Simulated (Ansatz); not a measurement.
**wB97M-V/def2-TZVPP run of BNH4 (SMILES BN)**

What is the electronic atomisation energy of BNH4 at wB97M-V/def2-TZVPP? 

The results are computed with Ansatz 0.2.0.

56 further runs of the same task are left out: 56 set aside as unsound or not needed.

### 1 The structure to begin with

The species is BNH4 (6 atoms), meant as a singlet with charge 0. SMILES: `BN`. The shape is that of a PBE0-D4/def2-TZVP optimisation.

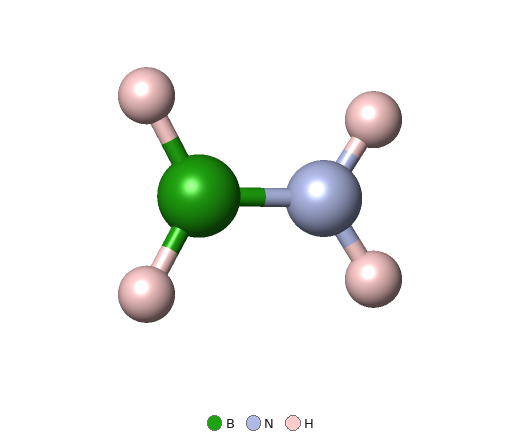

Viewed from a chosen angle; boron green, nitrogen light blue, hydrogen pink.

### 2 The energy at wB97M-V/def2-TZVPP

in.yaml

```yaml
crystal:
  periodic: [false, false, false]
  atoms:
    - {symbol: B, position_ang: [-0.128200, -0.679600, -0.025600]}
    - {symbol: "N", position_ang: [0.146100, 0.677400, 0.010800]}
    - {symbol: H, position_ang: [0.225800, -1.368000, 0.887500]}
    - {symbol: H, position_ang: [-0.712000, -1.128700, -0.969200]}
    - {symbol: H, position_ang: [-0.121600, 1.313700, -0.720800]}
    - {symbol: H, position_ang: [0.632000, 1.121400, 0.771300]}
basis:
  gaussian:
    orbitals: def2-TZVPP
hamiltonian:
  xc: {name: wB97M-V}
accuracy: high
output:
  orbitals: {seedname: orbitals}
```

The run is started by

```console
$ ansatz run in.yaml --threads 1 --pin off --max-ram 3480MiB --events-out events.jsonl --progress --plain --runs-dir runs
```

Output:

```text
Warning: RAYON_NUM_THREADS=1 ignored (pool sized by the plan → 1); use --threads N
Functional definition: wB97M-V
  name "wB97M-V"
  parameter omega = 0.3/bohr
  parameter cx = 0.15
  parameter cx01 = 1.007
  parameter cx10 = 0.259
  parameter css00 = 0.443
  parameter css04 = -1.437
  parameter css10 = -4.535
  parameter css20 = -3.390
  parameter css43 = 4.278
  parameter cos00 = 1.000
  parameter cos10 = 1.358
  parameter cos20 = 2.924
  parameter cos21 = -8.812
  parameter cos60 = -1.390
  parameter cos61 = 9.142
  parameter b = 6.0
  parameter c = 0.01
  gx(w, u) = 1 - cx + cx01*u + cx10*w
  gss(w, u) = css00 + css04*u^4 + css10*w + css20*w^2 + css43*w^4*u^3
  gos(w, u) = cos00 + cos10*w + (cos20 + cos21*u)*w^2 + (cos60 + cos61*u)*w^6
  exchange = spin_sum(e_x_unif_sr(omega)*gx(b97_w, b97_u_x)) + cx*exact_x_sr(omega) + exact_x_lr(omega)
  correlation = spin_sum(e_c_pw_mod_same_spin*gss(b97_w, b97_u_same))
      + integral(e_c_pw_mod_opposite_spin*gos(b97_w_opposite, b97_u_opposite)) + vv10(b, c)
2045 factors; integrals over basis functions are off by at most 3.0e-9 eV
297 factors; integrals over basis functions are off by at most 1.8e-9 eV
mean field evaluation 1: about -2228.3184 eV, gradient 4.4e1 eV
mean field evaluation 2: about -2228.7252 eV, gradient 4.2e1 eV
mean field evaluation 4: about -2232.0196 eV, gradient 9.2e-1 eV
mean field evaluation 8: about -2232.0245 eV, gradient 5.9e-3 eV
mean field evaluation 16: about -2232.0245 eV, gradient 4.9e-7 eV
mean field -2232.02447707 eV, -82.0253866118 hartree, gradient 7.9e-8 eV, S^2 0.000000; 0 other end points of the search recorded, 0 dependent functions left out
reference -2232.02448156 eV, -82.0253867770 hartree; 8, 8 occupied and 110, 110 virtual orbitals, 2045 factors
Total energy: -2232.02448156 eV, -82.0253867770 hartree
```

Wall time 28 s (1 thread of Arm Neoverse V1, shared host); peak memory 0.47 GiB.

### 3 The B atom at the same level

run.yaml

```yaml
crystal:
  periodic: [false, false, false]
  atoms:
    - {symbol: B, position_ang: [0.000000, 0.000000, 0.000000]}
basis:
  gaussian:
    orbitals: def2-TZVPP
magnetization:
  spin_polarized: true
  initial_magnetization: 1
hamiltonian:
  xc: {name: wB97M-V}
accuracy: high
```

Run the same way, it converges to -24.64963 Eh (log not shown).

### 4 The H atom at the same level

input.yaml

```yaml
crystal:
  periodic: [false, false, false]
  atoms:
    - {symbol: H, position_ang: [0.000000, 0.000000, 0.000000]}
basis:
  gaussian:
    orbitals: def2-TZVPP
magnetization:
  spin_polarized: true
  initial_magnetization: 1
hamiltonian:
  xc: {name: wB97M-V}
accuracy: high
```

Run the same way, it converges to -0.49411 Eh (log not shown).

### 5 The N atom

input.yaml

```yaml
crystal:
  periodic: [false, false, false]
  atoms:
    - symbol: "N"
      position_ang: [0.000000, 0.000000, 0.000000]
basis:
  gaussian: {orbitals: def2-TZVPP}
magnetization: {spin_polarized: true, initial_magnetization: 3}
hamiltonian: {xc: {name: wB97M-V}}
accuracy: high
```

The run is started by

```console
$ ansatz run input.yaml --threads 1 --pin off --max-ram 3480MiB --events-out events.jsonl --progress --plain --runs-dir runs
```

Output (excerpt; [...] marks lines left out):

```text
Warning: RAYON_NUM_THREADS=1 ignored (pool sized by the plan → 1); use --threads N
[... 2 set-up lines as earlier in the session ...]
[...]
  gx(w, u) = 1 - cx + cx01*u + cx10*w
  gss(w, u) = css00 + css04*u^4 + css10*w + css20*w^2 + css43*w^4*u^3
  gos(w, u) = cos00 + cos10*w + (cos20 + cos21*u)*w^2 + (cos60 + cos61*u)*w^6
[...]
      + integral(e_c_pw_mod_opposite_spin*gos(b97_w_opposite, b97_u_opposite)) + vv10(b, c)
312 factors; integrals over basis functions are off by at most 3.3e-9 eV
100 factors; integrals over basis functions are off by at most 1.0e-9 eV
[...]
mean field -1485.54059985 eV, -54.5926101088 hartree, gradient 6.8e-8 eV, S^2 3.753181; 0 other end points of the search recorded, 0 dependent functions left out
reference -1485.54060181 eV, -54.5926101808 hartree; 5, 2 occupied and 26, 29 virtual orbitals, 312 factors
Total energy: -1485.54060181 eV, -54.5926101808 hartree
```

Wall time 2.7 s (1 thread of Arm Neoverse V1, shared host); peak memory 0.16 GiB.

### 6 Results

At wB97M-V/def2-TZVPP:

| quantity | value |
| --- | --- |
| molecule: total energy | -82.02539 Eh |
| molecule: HOMO energy | -11.12 eV |
| molecule: LUMO energy | 2.06 eV |
| molecule: HOMO–LUMO gap | 13.18 eV |
| B atom: total energy | -24.64963 Eh |
| B atom: ⟨S²⟩ | 0.751 |
| H atom: total energy | -0.49411 Eh |
| H atom: ⟨S²⟩ | 0.750 |
| N atom: total energy | -54.59261 Eh |
| N atom: ⟨S²⟩ | 3.753 |
| electronic atomisation energy | 21.952 eV |

What this shows: Taking the molecule apart into free atoms costs 21.95 eV (506 kcal/mol), before zero-point energy and without spin-orbit coupling.
